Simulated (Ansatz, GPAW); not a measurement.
# A 2-layer slab of Pd(100): converging a work function

How do cutoff, mesh, smearing and the dipole layer change the work function of a 2-layer slab of Pd(100)?

Main program and level: GPAW 26.7.0 and Ansatz 0.2.0; Ansatz plane waves; slab in vacuum with a dipole correction, relaxation, in the first sound run; inputs show where later runs differ.

## (1) The structure

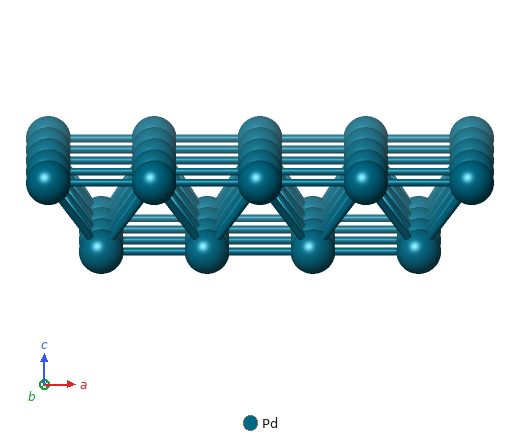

Start, viewed nearly edge on; palladium blue. 4×4×1 cells are drawn. Some periodic images of atoms are drawn too.

The cell holds 2 atoms: 2 Pd. Cell: a = 2.751 Å, b = 2.751 Å, c = 15.945 Å, α = 90.0°, β = 90.0°, γ = 90.0°. Vacuum lies along c.

## (2) Relaxing the atoms

The atoms are relaxed first, since the surface dipole, and with it the work function, follows the positions of the outer layers. The lowest 1 atoms are held at bulk positions and keep their forces.

input.yaml

```yaml
crystal:
  lattice:
    - [2.7506453788, 0.0, 0.0]
    - [0.0, 2.7506453788, 0.0]
    - [0.0, 0.0, 15.945]
  atoms:
    - { symbol: Pd, position: [0.5, 0.5, 0.4390090938] }
    - { symbol: Pd, position: [0.0, 0.0, 0.5609909062] }
kpoints:
  mp_grid: { grid: [11, 11, 1] }
hamiltonian:
  xc: pbe
scf:
  occupations: { method: fermi_dirac, width: 0.1 }
efield:
  axis: 3
  dipole_correction: true
  ramp_width: 0.05
relax:
  f_tol: 0.02
  max_steps: 60
  constraints: [{ sites: [0] }]
output:
  write_potential: true
  write_density: true
  volumetric_format: npy
```

On the command line:

```sh
$ ansatz run input.yaml --threads 2 --pin off --max-ram 4096MiB --backend cpu --events-out ev --progress --plain --runs-dir out
```

Numbers of over 12 decimals in the logs are rounded to 6 here.

What it wrote:

```text
Engine: ansatz 0.2.0, aarch64-unknown-linux-gnu
Pseudopotentials: kind: paw
Pseudopotential: Pd, paw, valence charge 18, recommended cutoff 420 eV (normal), Pd.paw.azcp
Functional definition: PBE
  parameter kappa = 0.804
  parameter beta = 0.066725
  exchange = pbe_x(kappa = kappa, mu = beta*pi^2/3)
  correlation = pbe_c(beta = beta)
Crystal: 2 atoms, lattice volume = 120.641 Å³
Basis set: ecut = 420 eV, 2425 PW (Γ), exchange–correlation on 40×40×216 points (8 copies of the dense FFT grid, shifted against one another)
Bands: 22, of which v1, the nominal top of the filled ones, is band 18 counted from 1 (17 counted from 0)
Symmetry: 8 space group operations
k-points: 21 of 121
Non-local potential: Pd, projectors of the file, l = 0: 2, l = 1: 2, l = 2: 2, l = 3: 1
PAW form: soft (Blöchl's): semilocal exchange-correlation on the pseudo side does not see the compensation charge
PAW one-centre angular grid: Pd, 590 points (default); XC on 64 Gauss nodes
Initial density: superposition of atomic densities (neutral atoms: chi_scale 0, normalization atom), corrected by the library's trained network
Initial wavefunctions: pseudopotential atomic-orbital guess
Functional: x = pbe(κ = 0.804, μ = 0.219515), c = pbe(β = 0.066725)
SCF iter   1: F=—  HF=-13944.314108 eV  |F-HF|=—  |Δ(HF+E_count)|=         —  Δρ=4.86e-3  dr2=2.88e-2  ethr=1.77e-3  p=0.000 e·Å  D=1.25e-13 V/Å  ΔV_dip=-0.00 eV  dr2_dipole=9.96e-8  V_vac-E_F(+/−)=4.94/4.94 eV  ⟨swp⟩=6.0  Hψ=2147  notcnv=0
efield: sawtooth ramp at fractional position 0.9750 (placed from the atoms, in the widest stretch of the axis that holds none; the zero of the levels goes with the place), width 0.0500; the density the first Hamiltonian is built on has a dipole p = 0.000 e·Å; the dipole correction subtracts the counter field D = 1.25e-13 V/Å, which shifts the + side's vacuum level by -0.00 eV against the − side's; the planar-averaged density in the ramp window peaks in size at 4.5e-5 e/Å³
preconditioner: auto → LDOS  [metal: Δε(μ)=0.013 eV  Ē_g=6.255 eV  σ=0.100 eV  W_gap=0.03  n_scr=10 (ndim 8)  ℏωp=15.1 eV  f_vac=0.659  D(μ)=4.15/eV (n_scr^D=32)  β→1.0]
SCF iter   2: F=—  HF=-13944.318369 eV  |F-HF|=—  |Δ(HF+E_count)|=   4.26e-3  Δρ=2.87e-3  dr2=2.12e-2  ethr=8.00e-5  p=-0.000 e·Å  D=-2.81e-5 V/Å  ΔV_dip=0.00 eV  dr2_dipole=8.08e-8  V_vac-E_F(+/−)=5.11/5.11 eV  ⟨swp⟩=3.3  Hψ=1215  notcnv=0
SCF iter   3: F=—  HF=-13944.314920 eV  |F-HF|=—  |Δ(HF+E_count)|=   3.45e-3  Δρ=7.96e-4  dr2=2.17e-3  ethr=5.89e-5  p=-0.000 e·Å  D=-4.98e-6 V/Å  ΔV_dip=0.00 eV  dr2_dipole=8.07e-9  V_vac-E_F(+/−)=5.05/5.05 eV  ⟨swp⟩=2.0  Hψ=756  notcnv=0
SCF iter   4: F=—  HF=-13944.314566 eV  |F-HF|=—  |Δ(HF+E_count)|=   3.53e-4  Δρ=2.59e-4  dr2=1.54e-4  ethr=6.04e-6  p=-0.000 e·Å  D=-1.60e-6 V/Å  ΔV_dip=0.00 eV  dr2_dipole=2.84e-9  V_vac-E_F(+/−)=5.07/5.07 eV  ⟨swp⟩=2.0  Hψ=687  notcnv=0
SCF iter   5: F=—  HF=-13944.314549 eV  |F-HF|=—  |Δ(HF+E_count)|=   1.67e-5  Δρ=8.31e-5  dr2=1.15e-5  ethr=4.28e-7  p=-0.000 e·Å  D=-1.93e-6 V/Å  ΔV_dip=0.00 eV  dr2_dipole=1.84e-9  V_vac-E_F(+/−)=5.08/5.08 eV  ⟨swp⟩=2.1  Hψ=654  notcnv=0
SCF iter   6: F=-13944.314550 eV  HF=-13944.314551 eV  |F-HF|=1.28e-6  |Δ(HF+E_count)|=   1.56e-6  Δρ=3.35e-5  dr2=2.02e-6  ethr=2.78e-8  p=-0.000 e·Å  D=-7.91e-7 V/Å  ΔV_dip=0.00 eV  dr2_dipole=5.05e-10  V_vac-E_F(+/−)=5.09/5.09 eV  ⟨swp⟩=11.2  Hψ=3804  notcnv=0
SCF 1 converged in 6 iterations: F = -13944.314550 eV  dr2 = 2.02e-6
  greatest PAW one-centre occupation: 0.999 electrons in one spin orbital (limit 2), on the Pd atom at site 1 (counted from 0), in its partial waves of l = 0
relax step   1: F+E_penalty+E_count = -13944.31454966 eV  Δ(F+E_penalty+E_count) = +0.000e0 eV  max|allowed force component| = 2.829e-3 eV/Å  Δτ_max = 0.0000 Å  (6 SCF iters, dr2 threshold 1.00e-5 eV, accepted)
Initial density: handed on by an earlier stage of this run
Initial wavefunctions: those handed on with the density
iter 1 solved again at ethr=5.59e-9 eV; its pass at ethr=3.10e-3 eV (dr2=2.01e-6 eV) is discarded
SCF iter   1: F=—  HF=-13944.314519 eV  |F-HF|=—  |Δ(HF+E_count)|=         —  Δρ=3.34e-5  dr2=2.01e-6  ethr=5.59e-9  p=-0.000 e·Å  D=-7.91e-7 V/Å  ΔV_dip=0.00 eV  dr2_dipole=5.06e-10  V_vac-E_F(+/−)=5.09/5.09 eV  ⟨swp⟩=1.0  Hψ=1431  notcnv=0
efield: sawtooth ramp at fractional position 0.9750 (handed on by an earlier solve), width 0.0500; the density the first Hamiltonian is built on has a dipole p = -0.000 e·Å; the dipole correction subtracts the counter field D = -7.91e-7 V/Å, which shifts the + side's vacuum level by +0.00 eV against the − side's; the planar-averaged density in the ramp window peaks in size at 1.2e-6 e/Å³
preconditioner: auto → LDOS  [metal: Δε(μ)=0.019 eV  Ē_g=6.363 eV  σ=0.100 eV  W_gap=0.05  n_scr=10 (ndim 8)  ℏωp=15.1 eV  f_vac=0.656  D(μ)=4.19/eV (n_scr^D=32)  β→1.0]
SCF iter   2: F=—  HF=-13944.314551 eV  |F-HF|=—  |Δ(HF+E_count)|=   3.23e-5  Δρ=3.14e-5  dr2=1.05e-6  ethr=5.59e-9  p=-0.000 e·Å  D=-5.60e-7 V/Å  ΔV_dip=0.00 eV  dr2_dipole=1.96e-10  V_vac-E_F(+/−)=5.09/5.09 eV  ⟨swp⟩=2.9  Hψ=893  notcnv=0
SCF iter   3: F=—  HF=-13944.314551 eV  |F-HF|=—  |Δ(HF+E_count)|=   8.54e-8  Δρ=7.54e-6  dr2=1.15e-7  ethr=2.91e-9  p=-0.000 e·Å  D=-2.60e-7 V/Å  ΔV_dip=0.00 eV  dr2_dipole=9.55e-11  V_vac-E_F(+/−)=5.09/5.09 eV  ⟨swp⟩=2.2  Hψ=726  notcnv=0
SCF iter   4: F=-13944.314551 eV  HF=-13944.314551 eV  |F-HF|=3.26e-9  |Δ(HF+E_count)|=   4.36e-9  Δρ=2.09e-6  dr2=5.83e-9  ethr=2.78e-10  p=-0.000 e·Å  D=-1.07e-7 V/Å  ΔV_dip=0.00 eV  dr2_dipole=2.12e-11  V_vac-E_F(+/−)=5.09/5.09 eV  ⟨swp⟩=9.4  Hψ=3107  notcnv=0
SCF 2 converged in 4 iterations: F = -13944.314551 eV  dr2 = 5.83e-9
  greatest PAW one-centre occupation: 0.999 electrons in one spin orbital (limit 2), on the Pd atom at site 0 (counted from 0), in its partial waves of l = 0
relax step   2: F+E_penalty+E_count = -13944.31455090 eV  Δ(F+E_penalty+E_count) = -1.237e-6 eV  max|allowed force component| = 2.364e-3 eV/Å  Δτ_max = 0.0000 Å  (4 SCF iters, accepted)
NSCF: frozen V_eff on 21 k-points
the band table was solved once a step of the walk had ended and its energy, with any forces and stress, was formed, with the checks that follow a solve (2518 applications of the Hamiltonian). They found nothing against the state; the energy, forces and stress were not computed again (output.eigenvalues in the input reference)
WARN: The output density's exchange-correlation potential varies sharply where the density is thin. Do not read a vacuum level from v_tot or v_xc, or from such a field of the output density. On a cell that repeats whose density bears no net charge and no dipole along the vacuum's axis use v_es (v_loc + v_h of the components); under efield.dipole_correction with no amplitude use v_es + v_field, which holds any externa [...]
SCF converged after 4 iterations
Free energy (F): -13944.314551 eV
Harris-Foulkes:  -13944.314551 eV  (|F-HF|=3.26e-9)
Internal energy: -13944.181054 eV  (E = F + TS)
E sigma→0 (E₀):  -13944.247802 eV
Entropy (-TS):   -0.133497 eV (-66.749 meV/atom)
Fermi energy:    1.009876 eV
Dipole field:    D = 0.000008 V/Å  (p = 0.000005 e·Å, saw-weighted, corrected)
Work function:   Φ+ = 5.0880 eV   Φ− = 5.0881 eV
Levels:          The Fermi level and band energies are counted from a zero that moves with the ramp; work functions are not
--- Per-component energies (eV) ---
  E_band       = -929.880698
  E_kinetic    = 1026.336996
  E_local      = -28408.602471  (includes V_loc(G=0)·N_el)
  E_nonlocal   = 436.434066
  E_hartree    = 13548.184309
  E_xc         = -334.606984
  E_vxc        = -419.341895  (∫ρ·V_xc dr)
  E_paw        = -7501.910450  (= ΣΔE_a)
  E_vpaw       = -661.087569  (= ΣTr[D̂ρ^β])
  E_aug_tail   = 0.000438  (compensation charges beyond the density's cutoff)
  E_efield     = 0.000000  (sawtooth field / dipole correction)
  E_vefield    = 0.000000  (∫n·V_field dr)
  E_ewald      = 7289.983043
  E_smearing   = -0.133497  (= −TS)
  E_closure    = -0.000000  (closes the sum)
  Σ components = -13944.314551   (vs F -13944.314551, Δ=0.00e0)
--- Forces (eV/Å), atoms counted from 1 ---
  atom   1  Pd     0.00000000     0.00000000     0.00236118
  atom   2  Pd     0.00000000     0.00000000    -0.00236385
  max |Σ_I F_I| component: 2.67e-6 eV/Å
--- Band table (eV; the first three rows and the last of 21) ---
  k-point 0: bands = [... 14 lower, -0.4267, 0.4862, 0.7364, 0.9683, 0.9683, 1.0773, 3.3566, 6.0767]
  k-point 1: bands = [... 14 lower, -0.4162, 0.3291, 0.6587, 0.9895, 1.0000, 1.0272, 3.7734, 6.2606]
  k-point 2: bands = [... 14 lower, -0.4431, 0.0073, 0.1986, 0.7896, 1.0852, 1.5896, 4.6573, 6.8033]
  k-point 20: bands = [... 14 lower, 0.5662, 0.5841, 1.4745, 1.5899, 6.0326, 6.9219, 9.7185, 11.1495]
--- Relaxed structure (2 steps of the walk, 2 accepted, 0 SCFs on fresh bases) ---
  F+E_penalty+E_count = -13944.31455090 eV   max|allowed force component| = 2.364e-3 eV/Å
  atoms:
    - { symbol: Pd, position: [0.5, 0.5, 0.4390090938] }
    - { symbol: Pd, position: [0.0, 0.0, 0.5609909062] }
```

Run time: 4.4 s. Hardware: 2 threads of Arm Neoverse V2, shared host; peak memory 0.38 GiB; 8.6 s of CPU time.

Hardly anything moved in the relaxation; the energy changed by under 0.2 meV an atom.

This step gave:

| Property | Result |
| --- | --- |
| free energy | -13944.3146 eV |
| smearing term TS | 0.1335 eV |
| symmetry operations | 8 |
| upper work function | 5.088 eV |
| lower work function | 5.088 eV |
| dipole along the normal | 5.25e-6 e·Å |
| dipole field | 7.87e-6 V/Å |
| vacuum level above | 6.098 eV |
| vacuum level below | 6.098 eV |

The electrostatic potential energy of an electron (with the applied field's), less the Fermi level, planar mean by z:

```tsv
z (Å)	electrostatic potential energy of an electron (with the applied field's), less the Fermi level, planar mean (eV)
0	5.09
1	5.09
2	5.09
3	5.09
4	5.07
5	4.87
6	1.73
7	-15.1
8	-1.10
9	-15.2
10	2.24
11	4.90
12	5.07
13	5.09
14	5.09
15	5.09
```

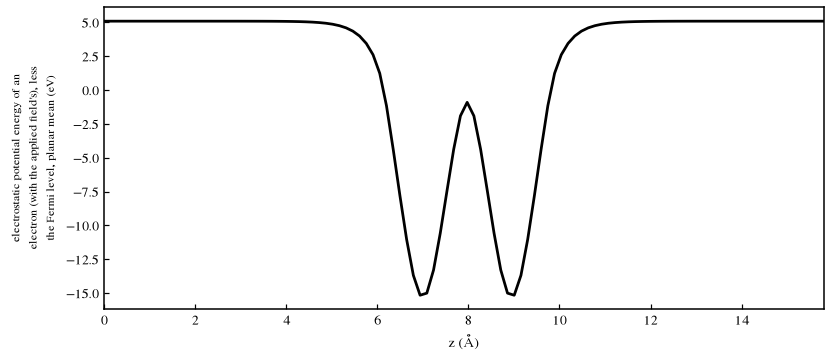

Electrostatic potential energy of an electron (with the applied field's), less the Fermi level, planar mean against z.

Valence density, planar mean against z:

```tsv
z (Å)	valence density, planar mean (e/Å³)
3	4.4e-5
4	5.9e-4
5	0.00845
6	0.161
7	2.20
8	0.377
9	2.21
10	0.134
11	0.00736
12	5.2e-4
13	3.8e-5
```

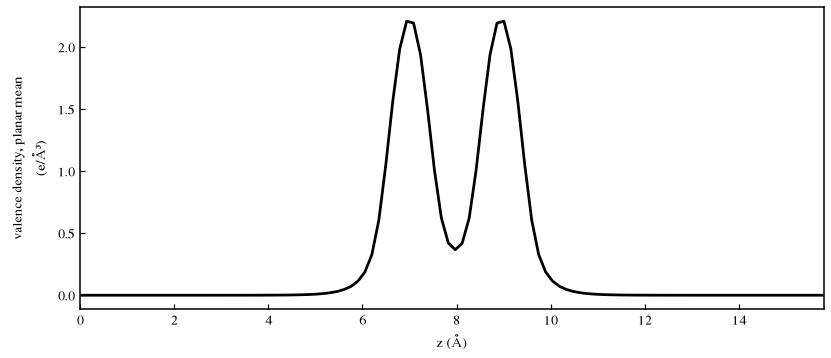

Valence density, planar mean against z.

The atoms hardly moved: the energy changed by under 0.1 meV.

## (3) Plane waves, PBE

The work function is the vacuum plateau of the electrostatic potential less the Fermi level; a dipole layer lets the two faces have plateaus of their own.

This step: GPAW, PAW setups; slab in vacuum (GPAW 26.7.0).

run.py

```python
import json
import numpy as np
from ase import Atoms
from gpaw import GPAW, PW

slab = Atoms(
    ['Pd', 'Pd'],
    positions=[
        [1.37532, 1.37532, 7.00000],
        [0.00000, 0.00000, 8.94500]],
    cell=[[2.75065, 0.0, 0.0], [0.0, 2.75065, 0.0], [0.0, 0.0, 15.945]],
    pbc=[True, True, False])

slab.calc = GPAW(mode=PW(400), xc='PBE', kpts={'size': (11, 11, 1), 'gamma': True},
                 occupations={'name': 'fermi-dirac', 'width': 0.1}, nbands='140%',
                 convergence={'density': 1e-05}, maxiter=200,
                 poissonsolver={'dipolelayer': 'xy'},
                 symmetry={'tolerance': 1e-3}, txt='slab.txt')
result = {}
energy = slab.get_potential_energy()
fermi = slab.calc.get_fermi_level()
v = slab.calc.get_electrostatic_potential().mean((0, 1)) - fermi
n = slab.calc.get_pseudo_density().mean((0, 1))
L = slab.cell[2, 2]
z = np.arange(len(v)) * L / len(v)
low, high = slab.positions[:, 2].min(), slab.positions[:, 2].max()
below, above = np.interp([low - 4.8, high + 4.8], z, v)
slopes = [np.interp(x, z, np.gradient(v, z)) for x in (low - 4.8, high + 4.8)]
eps = np.array([[slab.calc.get_eigenvalues(k, s) for k in range(len(slab.calc.get_ibz_k_points()))]
                for s in range(slab.calc.get_number_of_spins())]) - fermi
top, bottom = eps[eps < 0].max(), eps[eps > 0].min()
dipole = slab.get_dipole_moment()[2]
print(f'energy {energy:.4f} eV, Fermi level {fermi:.4f} eV, dipole {dipole:.5f} e A')
print(f'potential 4.8 A off the faces, from the Fermi level: lower {below:.4f} eV, upper {above:.4f} eV')
print(f'slope of the potential there: lower {slopes[0]:.5f}, upper {slopes[1]:.5f} eV/A')
print(f'nearest levels on the mesh: {top:.4f} and {bottom:.4f} eV')
print('magnetic moment', round(slab.get_magnetic_moment(), 3))
result.update(energy=energy, fermi=fermi, dipole=dipole, below=below, above=above, slopes=slopes, edges=[top, bottom],
              z=z.tolist(), v=v.tolist(), n=n.tolist(), positions=slab.positions.tolist(),
              forces=slab.get_forces(apply_constraint=False).tolist(), moments=slab.get_magnetic_moments().tolist())
json.dump(result, open('result.json', 'w'))
```

On the command line:

```sh
$ OMP_NUM_THREADS=1 OPENBLAS_NUM_THREADS=2 python run.py
```

What it wrote:

```text
energy -6.2341 eV, Fermi level -1.5195 eV, dipole -0.00001 e A
potential 4.8 A off the faces, from the Fermi level: lower 5.0871 eV, upper 5.0873 eV
slope of the potential there: lower -0.00041, upper 0.00041 eV/A
nearest levels on the mesh: -0.0147 and 0.0089 eV
magnetic moment 0.0
```

Wall time 16 s (2 threads); peak memory 0.16 GiB.

Numbers from this step:

```yaml
dipole_along_the_normal: -9.52e-6 e·Å
levels_nearest_the_fermi_level_on_the_mesh: -0.01466, 0.008868 eV from the Fermi level
upper_work_function: 5.087 eV
lower_work_function: 5.087 eV
```

Table of electrostatic potential energy of an electron (without an applied field's), less the Fermi level, planar mean by z:

```tsv
z (Å)	electrostatic potential energy of an electron (without an applied field's), less the Fermi level, planar mean (eV)
0	5.09
1	5.09
2	5.09
3	5.09
4	5.07
5	4.87
6	1.80
7	-19.1
8	-0.881
9	-18.9
10	2.30
11	4.90
12	5.07
13	5.09
14	5.09
15	5.09
```

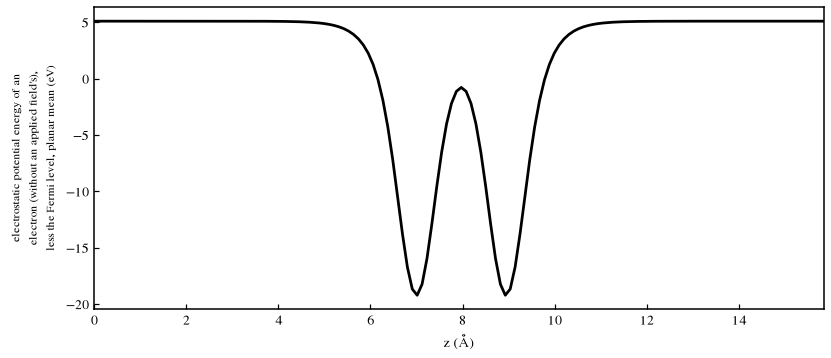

Electrostatic potential energy of an electron (without an applied field's), less the Fermi level, planar mean, plotted against z.

Pseudo valence density, planar mean against z:

```tsv
z (Å)	pseudo valence density, planar mean (e/Å³)
3	4.5e-5
4	6.0e-4
5	0.00877
6	0.158
7	2.37
8	0.369
9	2.24
10	0.129
11	0.00751
12	5.3e-4
13	3.9e-5
```

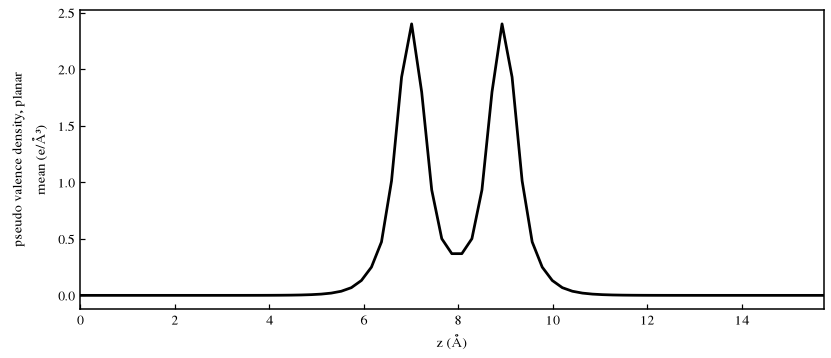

Pseudo valence density, planar mean, plotted against z.

The potential is flat to 4.1e-4 eV/Å where it is read, so the vacuum is wide enough. The geometry is the other program's minimum; here the largest force on a free atom is 0.0029 eV/Å.

## (4) Cutoff 200

The cutoff limits how sharply the smooth valence waves can vary, which tells mostly near the atoms.

Edit run.py of step 3 so:

```diff
@@ -13,3 +13,3 @@
 
-slab.calc = GPAW(mode=PW(400), xc='PBE', kpts={'size': (11, 11, 1), 'gamma': True},
+slab.calc = GPAW(mode=PW(200), xc='PBE', kpts={'size': (11, 11, 1), 'gamma': True},
                  occupations={'name': 'fermi-dirac', 'width': 0.1}, nbands='140%',
```

What it wrote:

```text
energy -5.0738 eV, Fermi level -1.5324 eV, dipole -0.00004 e A
potential 4.8 A off the faces, from the Fermi level: lower 5.1280 eV, upper 5.1289 eV
slope of the potential there: lower -0.00270, upper 0.00270 eV/A
nearest levels on the mesh: -0.0125 and 0.0121 eV
magnetic moment 0.0
```

Run time: 8.1 s. Hardware: 2 threads; peak memory 0.13 GiB.

The run finished. A setting was moved off its sound value on purpose, so it serves as a test and not as the result.

The fault put into the input: a cutoff under that of the base run: the energy of the cell lies 1.2 eV from the base value (ecut = 200).

Side by side:

```tsv
quantity	this run	sound run	difference
upper work function (eV)	5.1289	5.0873	0.0416
lower work function (eV)	5.1280	5.0871	0.0408
```

The two runs differ clearly in the upper work function: 5.13 eV against 5.09 eV.

## (5) Cutoff 300

The cutoff limits how sharply the smooth valence waves can vary, which tells mostly near the atoms.

Edit run.py of step 4 so:

```diff
@@ -13,3 +13,3 @@
 
-slab.calc = GPAW(mode=PW(200), xc='PBE', kpts={'size': (11, 11, 1), 'gamma': True},
+slab.calc = GPAW(mode=PW(300), xc='PBE', kpts={'size': (11, 11, 1), 'gamma': True},
                  occupations={'name': 'fermi-dirac', 'width': 0.1}, nbands='140%',
```

What it wrote:

```text
energy -5.7619 eV, Fermi level -1.5260 eV, dipole -0.00001 e A
potential 4.8 A off the faces, from the Fermi level: lower 5.1046 eV, upper 5.1047 eV
slope of the potential there: lower -0.00071, upper 0.00071 eV/A
nearest levels on the mesh: -0.0126 and 0.0111 eV
magnetic moment 0.0
```

Run time: 9.1 s. Hardware: 2 threads; peak memory 0.14 GiB.

The run finished. A setting was moved off its sound value on purpose, so it serves as a test and not as the result.

The fault put into the input: a cutoff under that of the base run: the energy of the cell lies 0.47 eV from the base value (ecut = 300).

The two runs compared:

```tsv
quantity	this run	sound run	difference
upper work function (eV)	5.1047	5.0873	0.0175
lower work function (eV)	5.1046	5.0871	0.0175
```

[end of part 1 of 2]

[Logs are printed without paths, hosts, clocks, repeated set-up lines and the standing remarks that a program may print on its own settings, such as how far it seeks lower states.]

[Hosts, paths, dates, database ids (printed as entryN), source tags and the programs' standing remarks are cut or masked in the printed files.]
